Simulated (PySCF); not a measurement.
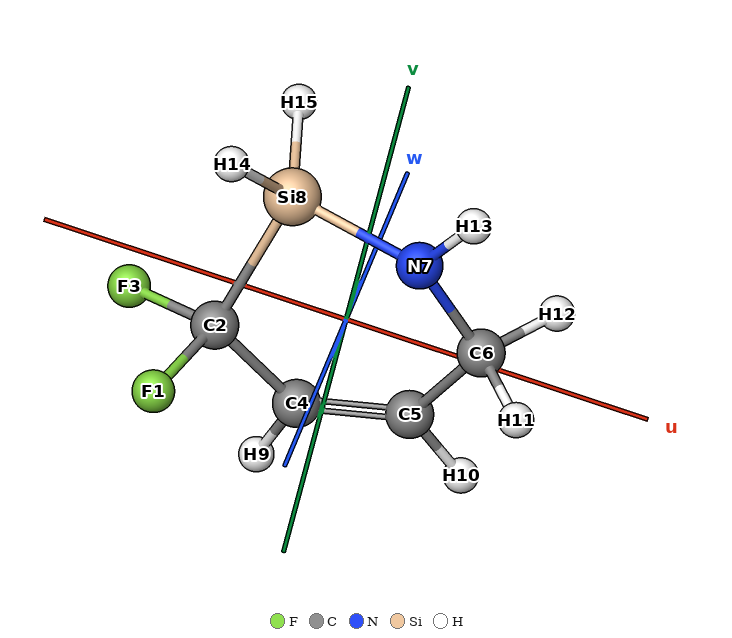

The lines u, v and w are the principal axes of the static dipole polarisability. The geometry was computed by an optimisation with GFN2-xTB. No frequency run is at hand to confirm it as a minimum. Level of theory: CAM-B3LYP/def2-SVPD (PySCF 2.14.0).

Along which axis is the molecule most polarisable, and along which least?

Most along u (close to the long direction F3···C6), least along w.

Give the three principal values.

u 90.1, v 79.8, w 64.6 bohr³; mean 78.1, anisotropy 22.2 bohr³.

The geometry is semi-empirical. Around Si such bond lengths and angles can be off by a tenth of an ångström or more and by several degrees, and values that hang on the shape move with them.
